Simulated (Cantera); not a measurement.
A closed system holds: 1 mol Si3N4, 0.064 mol C, 0.044 mol N2, held at 93.0 Pa.

Cantera equilibrium calculation (NASA polynomials, part measured and part estimated; ideal gas, pure solids and liquids). Candidate condensed phases: C, Si, SiC, Si3N4; 20 gas species. Mutual solubility and eutectic melting of coexisting phases are not modelled. The tables' values for SiN are old estimates; treat these amounts as uncertain. Rates play no part.

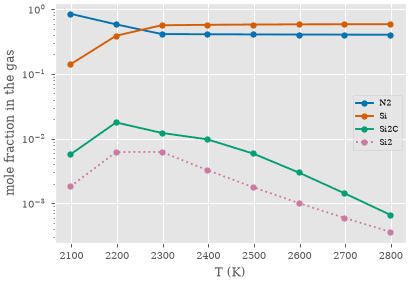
*Equilibrium gas composition (values under 1e-9 drawn at 1e-9)*

Task: Read off the mole fractions at 2698 K.

Result: Si about 0.59, N2 about 0.40, Si2C about 0.0014, Si2 about 0.00060.
